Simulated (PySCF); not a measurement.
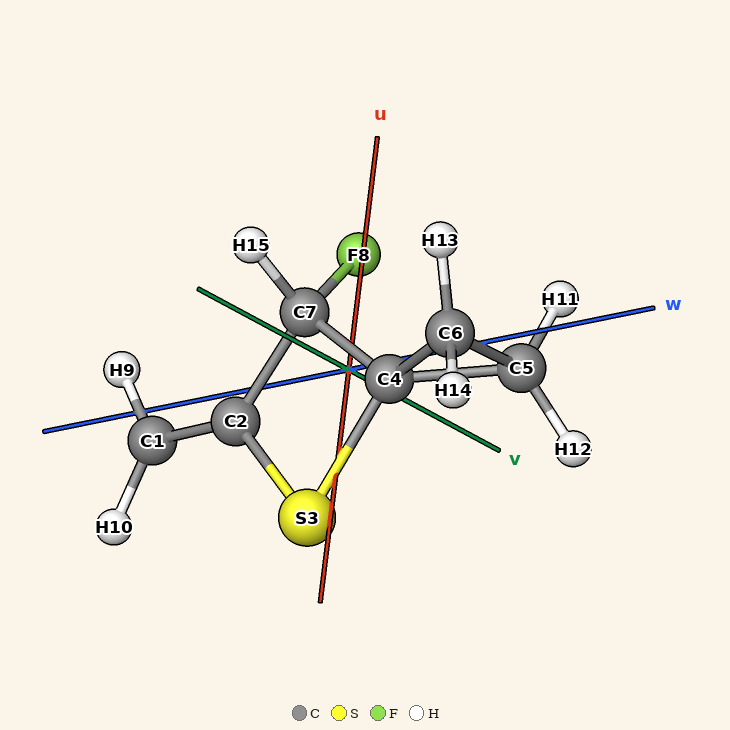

The lines u, v and w are the principal axes of the static dipole polarisability. The computed structure is the end point of a GFN2-xTB optimisation. No frequency run is at hand to confirm it as a minimum. Method: CAM-B3LYP/def2-SVPD (PySCF 2.14.0).

Question: Along which axis is the molecule most polarisable, and along which least?

Answer: Most along w (nearly parallel to the C1–C2 bond), least along v.

Question: Give the three principal values.

Answer: u 82.0, v 68.7, w 114.8 bohr³; mean 88.5, anisotropy 41.1 bohr³.
